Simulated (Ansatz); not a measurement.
C11b MoSi₂ was calculated with PBEsol (plane waves, PAW; Ansatz, a program for electronic structure).

Run with plane-wave cutoff 520 eV, 24×24×24 k mesh, Fermi–Dirac smearing 0.05 eV, no spin polarisation, scalar-relativistic PAW data made under PBE.

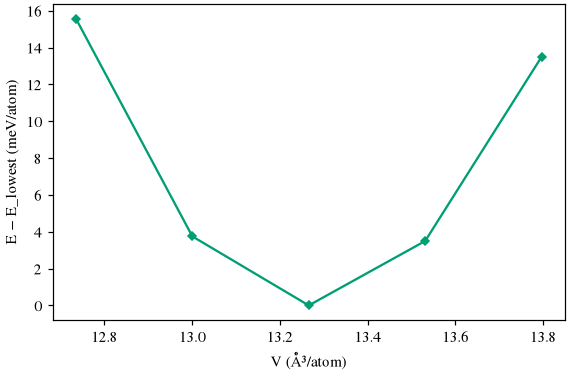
Total energy against volume

### Question
From the curve, estimate the equilibrium volume and the bulk modulus.

### Answer
V0 ≈ 13.3 Å³/atom and B0 ≈ 220 GPa; the fit gives V0 = 13.266 Å³/atom, B0 = 219 GPa, B′ = 4.4.

Shape and atoms are relaxed at each volume.

Measured, for comparison: bulk modulus 222 ± 2 GPa (room temperature, no zero-point or thermal correction, B' = 4; as tabulated in Structural stability of MoSi2 and Mo5Si3 under high pressure, Chin. Phys. B 26 …). Computed (rounded) less measured: bulk modulus -1 %.

Note: the bulk modulus comes from volumes at which shape and atoms were relaxed.

The computed numbers hold no vibrational or temperature effects.

Computing time: around 12 core-minutes (rough).
